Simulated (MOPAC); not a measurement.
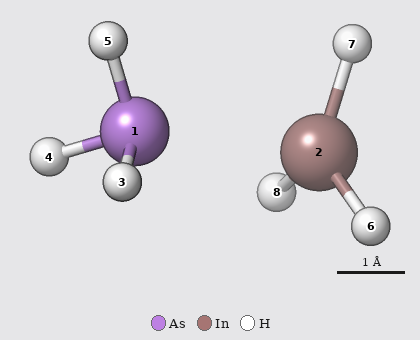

*The structure as given in the input (ball-and-stick view, seen at a tilt; atoms are numbered from 1 in the order of the input). Sticks mark near contacts.*

Run report: InAsH6 (charge +1), geometry relaxation (part 1 of 2)

- system: InAsH6, charge +1, multiplicity 2
- method: PM7, unrestricted, dispersion built in (MOPAC 23.2.5)

The starting geometry was optimised with PM7.

Input file (ash6in.mop):
```
PM7 CHARGE=1 DOUBLET GNORM=0.05 CYCLES=300 DISP THREADS=1 AUX(PRECISION=6)
AsH6In, PM7

As    -0.724175 +1     0.371772 +1    -1.151957 +1
In     0.959301 +1    -0.492629 +1     1.495087 +1
H     -1.743927 +1     1.482048 +1    -1.042643 +1
H     -1.588473 +1    -0.660634 +1    -1.838715 +1
H      0.029125 +1     0.875654 +1    -2.361668 +1
H      0.253456 +1     0.613621 +1     2.613859 +1
H      2.541299 +1    -0.145133 +1     0.903258 +1
H      0.471188 +1    -2.144598 +1     1.575047 +1
```

Hardware: 1 thread of Arm Neoverse V1, 24 GiB of memory available, shared host.

Command:
```bash
mopac ash6in.mop
```

Output:
```
MOPAC v23.2.5
PM7 CALCULATION RESULTS

 *  PM7        - The PM7 Hamiltonian to be used
 *  DOUBLET    - SPIN STATE DEFINED AS A DOUBLET
 *
 *
 *
 *                 CHARGE ON SYSTEM = +1
 *
 *
 *
 *  THREADS=1  - MULTI-THREADING NOT USED
 *  CYCLES=    - DO A MAXIMUM OF 300 STEPS
 *  GNORM      - EXIT WHEN GRADIENT NORM DROPS BELOW 0.050
 *  AUX        - OUTPUT AUXILIARY INFORMATION
 *  DISP       - PRINT DISPERSION AND HYDROGEN BOND ENERGIES
PM7 CHARGE=1 DOUBLET GNORM=0.05 CYCLES=300 DISP THREADS=1 AUX(PRECISION=6)
 AsH6In, PM7

   ATOM   CHEMICAL          X               Y               Z
  NUMBER   SYMBOL      (ANGSTROMS)     (ANGSTROMS)     (ANGSTROMS)

     1      As         -0.72417500  *   0.37177200  *  -1.15195700  *
     2      In          0.95930100  *  -0.49262900  *   1.49508700  *
     3       H         -1.74392700  *   1.48204800  *  -1.04264300  *
     4       H         -1.58847300  *  -0.66063400  *  -1.83871500  *
     5       H          0.02912500  *   0.87565400  *  -2.36166800  *
     6       H          0.25345600  *   0.61362100  *   2.61385900  *
     7       H          2.54129900  *  -0.14513300  *   0.90325800  *
     8       H          0.47118800  *  -2.14459800  *   1.57504700  *

          CARTESIAN COORDINATES

    NO.       ATOM           X           Y           Z

     1        As         -0.7242      0.3718     -1.1520
     2        In          0.9593     -0.4926      1.4951
     3         H         -1.7439      1.4820     -1.0426
     4         H         -1.5885     -0.6606     -1.8387
     5         H          0.0291      0.8757     -2.3617
     6         H          0.2535      0.6136      2.6139
     7         H          2.5413     -0.1451      0.9033
     8         H          0.4712     -2.1446      1.5750

           Empirical Formula: H6 As In  =     8 atoms

      MOLECULAR POINT GROUP   :   C3v

 DOUBLET STATE CALCULATION

          UHF CALCULATION, NO. OF ALPHA ELECTRONS =    7
                           NO. OF BETA  ELECTRONS =    6

          Geometry optimization using EF

          DIAGONAL MATRIX USED AS START HESSIAN
```

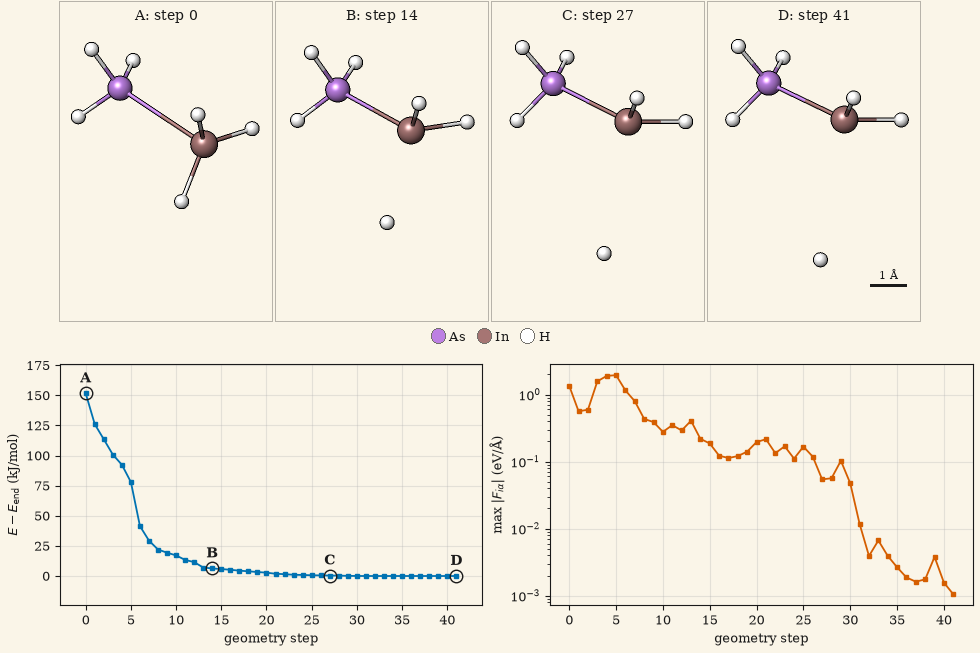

*Frames of the relaxation (ball-and-stick view, seen at a tilt) above the curves, on which the letters mark them (steps are counted from 0).*

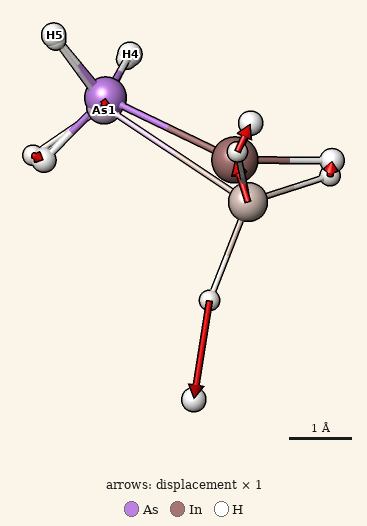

*Start (faint) and end (solid) with the displacements as red arrows, at true length (ball-and-stick view, seen at a tilt). The two geometries are laid on each other by the best rigid fit.*

The largest move after the best rigid fit is that of H6, 1.64 Å. Largest moves by element: H 1.64 Å, In 0.73 Å, As 0.14 Å. Among the contacts that change: In2–H6 1.724 → 3.959 Å, As1–In2 3.254 → 2.761 Å, In2–H7 1.724 → 1.734 Å, As1–H3 1.511 → 1.502 Å. Bonds break: In2–H6 (1.72 → 3.96 Å). Among the angles that change: As1–In2–H7 98.2° → 118.7°, H7–In2–H8 117.9° → 104.3°, H3–As1–H4 98.6° → 103.4°. The energy falls by 151.6 kJ/mol in 41 geometry steps. The largest force component goes from 1.4 to 0.001 eV/Å. (Atoms are counted from 1 in the order of the input.)

```
 CYCLE:     1 TIME:   0.000 TIME LEFT:  2.00D  GRAD.:    62.819 HEAT:  285.8218
 CYCLE:     2 TIME:   0.008 TIME LEFT:  2.00D  GRAD.:    32.492 HEAT:  279.7145
 CYCLE:     3 TIME:   0.000 TIME LEFT:  2.00D  GRAD.:    26.916 HEAT:  276.7175
 CYCLE:     4 TIME:   0.000 TIME LEFT:  2.00D  GRAD.:    65.018 HEAT:  273.6775
 CYCLE:     5 TIME:   0.008 TIME LEFT:  2.00D  GRAD.:    79.288 HEAT:  271.6615
 CYCLE:     6 TIME:   0.000 TIME LEFT:  2.00D  GRAD.:    83.143 HEAT:  268.2184
 CYCLE:     7 TIME:   0.000 TIME LEFT:  2.00D  GRAD.:    62.283 HEAT:  259.4815
 CYCLE:     8 TIME:   0.008 TIME LEFT:  2.00D  GRAD.:    41.999 HEAT:  256.6004
 CYCLE:     9 TIME:   0.000 TIME LEFT:  2.00D  GRAD.:    23.518 HEAT:  254.8293
 CYCLE:    10 TIME:   0.000 TIME LEFT:  2.00D  GRAD.:    19.037 HEAT:  254.2073
 CYCLE:    11 TIME:   0.000 TIME LEFT:  2.00D  GRAD.:    16.855 HEAT:  253.6680
 CYCLE:    12 TIME:   0.008 TIME LEFT:  2.00D  GRAD.:    16.474 HEAT:  252.7701
 CYCLE:    13 TIME:   0.000 TIME LEFT:  2.00D  GRAD.:    14.392 HEAT:  252.3379
 CYCLE:    14 TIME:   0.000 TIME LEFT:  2.00D  GRAD.:    17.908 HEAT:  251.2654
 CYCLE:    15 TIME:   0.000 TIME LEFT:  2.00D  GRAD.:     9.364 HEAT:  251.0786
 CYCLE:    16 TIME:   0.008 TIME LEFT:  2.00D  GRAD.:     6.509 HEAT:  250.9637
 CYCLE:    17 TIME:   0.000 TIME LEFT:  2.00D  GRAD.:     5.788 HEAT:  250.8143
 CYCLE:    18 TIME:   0.000 TIME LEFT:  2.00D  GRAD.:     6.002 HEAT:  250.6421
 CYCLE:    19 TIME:   0.000 TIME LEFT:  2.00D  GRAD.:     5.961 HEAT:  250.5148
 CYCLE:    20 TIME:   0.008 TIME LEFT:  2.00D  GRAD.:     7.228 HEAT:  250.3684
 CYCLE:    21 TIME:   0.000 TIME LEFT:  2.00D  GRAD.:     7.687 HEAT:  250.2428
 CYCLE:    22 TIME:   0.000 TIME LEFT:  2.00D  GRAD.:     8.342 HEAT:  250.0257
 CYCLE:    23 TIME:   0.000 TIME LEFT:  2.00D  GRAD.:     6.120 HEAT:  249.9449
 CYCLE:    24 TIME:   0.008 TIME LEFT:  2.00D  GRAD.:     6.944 HEAT:  249.8256
 CYCLE:    25 TIME:   0.000 TIME LEFT:  2.00D  GRAD.:     4.667 HEAT:  249.7899
 CYCLE:    26 TIME:   0.000 TIME LEFT:  2.00D  GRAD.:     5.240 HEAT:  249.7223
 CYCLE:    27 TIME:   0.000 TIME LEFT:  2.00D  GRAD.:     3.824 HEAT:  249.6988
 CYCLE:    28 TIME:   0.000 TIME LEFT:  2.00D  GRAD.:     2.988 HEAT:  249.6684
 CYCLE:    29 TIME:   0.008 TIME LEFT:  2.00D  GRAD.:     2.714 HEAT:  249.6544
 CYCLE:    30 TIME:   0.000 TIME LEFT:  2.00D  GRAD.:     4.816 HEAT:  249.6074
 CYCLE:    31 TIME:   0.000 TIME LEFT:  2.00D  GRAD.:     1.974 HEAT:  249.5881
 CYCLE:    32 TIME:   0.000 TIME LEFT:  2.00D  GRAD.:     0.567 HEAT:  249.5813
 CYCLE:    33 TIME:   0.008 TIME LEFT:  2.00D  GRAD.:     0.215 HEAT:  249.5804
 CYCLE:    34 TIME:   0.000 TIME LEFT:  2.00D  GRAD.:     0.281 HEAT:  249.5799
 CYCLE:    35 TIME:   0.000 TIME LEFT:  2.00D  GRAD.:     0.173 HEAT:  249.5797
 CYCLE:    36 TIME:   0.000 TIME LEFT:  2.00D  GRAD.:     0.122 HEAT:  249.5796
 CYCLE:    37 TIME:   0.008 TIME LEFT:  2.00D  GRAD.:     0.094 HEAT:  249.5796
 CYCLE:    38 TIME:   0.000 TIME LEFT:  2.00D  GRAD.:     0.075 HEAT:  249.5795
 CYCLE:    39 TIME:   0.000 TIME LEFT:  2.00D  GRAD.:     0.074 HEAT:  249.5795
 CYCLE:    40 TIME:   0.000 TIME LEFT:  2.00D  GRAD.:     0.147 HEAT:  249.5797
 CYCLE:    41 TIME:   0.008 TIME LEFT:  2.00D  GRAD.:     0.069 HEAT:  249.5795
 CYCLE:    42 TIME:   0.000 TIME LEFT:  2.00D  GRAD.:     0.046 HEAT:  249.5795

     GRADIENT =  0.04615 IS LESS THAN CUTOFF =  0.05000

 -------------------------------------------------------------------------------
 PM7 CHARGE=1 DOUBLET GNORM=0.05 CYCLES=300 DISP THREADS=1 AUX(PRECISION=6)
 AsH6In, PM7

     GEOMETRY OPTIMISED USING EIGENVECTOR FOLLOWING (EF).
     SCF FIELD WAS ACHIEVED

                              PM7 CALCULATION

          FINAL HEAT OF FORMATION =        249.57947 KCAL/MOL =    1044.24050 KJ/MOL

          TOTAL ENERGY            =      -5834.46716 KCAL/MOL = ELECTRONIC ENERGY + CORE-CORE REPULSION
          ENERGY OF ATOMS         =       6084.12748 KCAL/MOL
                              SUM =        249.66032 KCAL/MOL
          DISPERSION ENERGY       =         -0.08084 KCAL/MOL
                              SUM =        249.57947 KCAL/MOL = FINAL HEAT OF FORMATION

          TOTAL ENERGY            =       -253.00644 EV
          ELECTRONIC ENERGY       =       -623.36071 EV
          CORE-CORE REPULSION     =        370.35427 EV
          COSMO AREA              =        132.49 SQUARE ANGSTROMS
          COSMO VOLUME            =        108.32 CUBIC ANGSTROMS

          GRADIENT NORM           =          0.04615          =       0.01632 PER ATOM
          IONIZATION POTENTIAL    =         14.459725 EV
          ALPHA SOMO LUMO (EV)    =        -14.460 -7.025
          BETA  SOMO LUMO (EV)    =        -15.699 -7.025
          NO. OF ALPHA ELECTRONS  =          7
          NO. OF BETA  ELECTRONS  =          6
          MOLECULAR WEIGHT        =        195.7890         POINT GROUP:  C1

          MOLECULAR DIMENSIONS (Angstroms)

            Atom       Atom       Distance
            H     6    H     5     6.39621
            H     3    H     7     4.81595
            H     5    H     8     2.74265

          SCF CALCULATIONS        =         43

          WALL-CLOCK TIME         =      0.094 SECONDS
          COMPUTATION TIME        =      0.094 SECONDS

   ATOM   CHEMICAL          X               Y               Z
  NUMBER   SYMBOL      (ANGSTROMS)     (ANGSTROMS)     (ANGSTROMS)

     1      As         -0.62461865  *   0.31927983  *  -1.01021293  *
     2      In          0.89751982  *  -0.51114902  *   1.13793516  *
     3       H         -1.60626252  *   1.41710342  *  -0.71344749  *
     4       H         -1.47683252  *  -0.75240174  *  -1.63206620  *
     5       H          0.15602481  *   0.85702590  *  -2.17684668  *
     6       H         -0.54002428  *   1.64268484  *   4.13264872  *
     7       H          2.62497375  *  -0.40821960  *   1.02317412  *
     8       H          0.60585109  *  -2.08499084  *   1.80559586  *

                             CARTESIAN COORDINATES

   1   As       -0.624618650     0.319279834    -1.010212933
   2   In        0.897519824    -0.511149016     1.137935157
   3    H       -1.606262522     1.417103419    -0.713447491
   4    H       -1.476832523    -0.752401742    -1.632066202
   5    H        0.156024815     0.857025897    -2.176846685
   6    H       -0.540024282     1.642684835     4.132648717
   7    H        2.624973746    -0.408219601     1.023174124
   8    H        0.605851094    -2.084990844     1.805595856

           Empirical Formula: H6 As In  =     8 atoms

      MOLECULAR POINT GROUP   :   C1

          ALPHA EIGENVALUES
 -23.92025 -19.46960 -19.45721 -16.73706 -15.93016 -15.69975 -14.45973  -7.02538
  -7.01992  -6.83053  -6.79043  -6.78236  -3.59986  -3.18263  -1.60531  -1.47653
  -1.11871  -1.00508   0.58087

           BETA EIGENVALUES
 -23.92024 -19.46951 -19.45717 -16.73694 -15.92991 -15.69947  -7.02538  -7.01993
  -6.83051  -6.79044  -6.78235  -3.60162  -3.18926  -1.60537  -1.47664  -1.11952
  -1.00509  -0.30289   0.58123

              NET ATOMIC CHARGES AND DIPOLE CONTRIBUTIONS

  ATOM NO.   TYPE          CHARGE      No. of ELECS.   s-Pop       p-Pop       d-Pop
    1         As           0.032698        4.9673     1.41197     3.29819     0.25715
    2         In           0.580712        2.4193     0.47761     1.94168
    3          H           0.110874        0.8891     0.88913
    4          H           0.119127        0.8809     0.88087
    5          H           0.117634        0.8824     0.88237
    6          H           0.000519        0.9995     0.99948
    7          H           0.019259        0.9807     0.98074
    8          H           0.019177        0.9808     0.98082
 DIPOLE           X         Y         Z       TOTAL
 POINT-CHG.    -0.284     0.043    -0.666     0.725
 HYBRID        -1.829     2.074    -0.272     2.779
 SUM           -2.113     2.118    -0.938     3.135

          ATOMIC ORBITAL ELECTRON POPULATIONS

     Atom    s        px        py        pz      x^2-y^2     xz        z^2       yz        xy
    1 As   1.41197   1.08548   1.01837   1.19433   0.00522   0.07146   0.03722   0.04918   0.09406
    2 In   0.47761   0.94797   0.69768   0.29604
    3  H   0.88913
    4  H   0.88087
    5  H   0.88237
    6  H   0.99948
    7  H   0.98074
    8  H   0.98082

                    (SZ)    =    0.500000
                    (S**2)  =    0.750000

          ATOMIC ORBITAL SPIN POPULATIONS

    Atom   Total    s     px     py     pz   x^2-y^2  xz     z^2    yz     xy
         Atomic
    1 As  0.0000  0.000 -0.000 -0.000 -0.000 -0.000  0.000  0.000  0.000  0.000
    2 In  0.0005  0.000 -0.000  0.000  0.000
    3  H  0.0000  0.000
    4  H  0.0000  0.000
    5  H  0.0000  0.000
    6  H  0.9995  0.999
    7  H -0.0000 -0.000
    8  H  0.0000  0.000

 *                    *
 * JOB ENDED NORMALLY *
 *                    *

 TOTAL JOB TIME:             0.10 SECONDS

 == MOPAC DONE ==
```

Trajectory as extended XYZ (Å, eV, eV/Å), 27 of the 42 frames kept, from step=0 to step=41:
```
8
Properties=species:S:1:pos:R:3:forces:R:3 step=0 energy=12.39441
As   -0.7242    0.3718   -1.1520    0.1097  -0.0542   0.1639
In    0.9593   -0.4926    1.4951   -0.2897   0.1400  -0.4442
H    -1.7439    1.4820   -1.0426    0.0925  -0.0079   0.2617
H    -1.5885   -0.6606   -1.8387    0.1030  -0.1521   0.2079
H     0.0291    0.8757   -2.3617    0.2087  -0.0485   0.1718
H     0.2535    0.6136    2.6139   -0.8151   1.0698   0.6884
H     2.5413   -0.1451    0.9033    1.2101   0.4039  -0.8234
H     0.4712   -2.1446    1.5750   -0.6193  -1.3511  -0.2260
8
Properties=species:S:1:pos:R:3:forces:R:3 step=2 energy=11.99961
As   -0.6830    0.3536   -1.1092   -0.1787   0.1335  -0.0279
In    0.9234   -0.4765    1.4612    0.0885  -0.2399  -0.5957
H    -1.7289    1.4701   -0.9989    0.2948  -0.2111   0.1626
H    -1.5757   -0.6805   -1.8001    0.2659   0.0403   0.2729
H     0.0528    0.8716   -2.3494    0.0315  -0.1467   0.3766
H     0.2086    0.7152    2.7550   -0.3264   0.2684   0.0805
H     2.5923   -0.1140    0.7251   -0.2571  -0.1591  -0.0880
H     0.4420   -2.2564    1.5110    0.0816   0.3145  -0.1810
8
Properties=species:S:1:pos:R:3:forces:R:3 step=3 energy=11.86778
As   -0.6652    0.3459   -1.0932   -0.3491   0.1168   0.4973
In    0.9076   -0.4704    1.4402    0.6579  -0.9176  -1.5768
H    -1.7142    1.4513   -0.9714    0.2459  -0.1345   0.1439
H    -1.5622   -0.6865   -1.7534    0.1966  -0.0878   0.1505
H     0.0639    0.8612   -2.2981    0.2419  -0.0184  -0.0124
H     0.1850    0.7590    2.8009   -0.5149   0.6058   0.5409
H     2.5970   -0.1145    0.6771   -0.9824  -0.5486   0.3846
H     0.4366   -2.2636    1.4731    0.5041   0.9843  -0.1280
8
Properties=species:S:1:pos:R:3:forces:R:3 step=5 energy=11.63105
As   -0.6549    0.3437   -1.0707    0.0664  -0.4127   1.5456
In    0.8964   -0.4699    1.4052    0.7002  -0.5321  -1.9490
H    -1.6655    1.4011   -0.9314   -0.3685   0.5349   0.2312
H    -1.5123   -0.6865   -1.6867   -0.1841  -0.5713  -0.1420
H     0.0809    0.8272   -2.2017    0.7985   0.3405  -0.8598
H     0.1234    0.8205    2.7992   -0.4504   0.6422   0.6292
H     2.5678   -0.1367    0.6836   -1.0833  -0.6027   0.5773
H     0.4422   -2.2056    1.4446    0.5211   0.6013  -0.0326
```
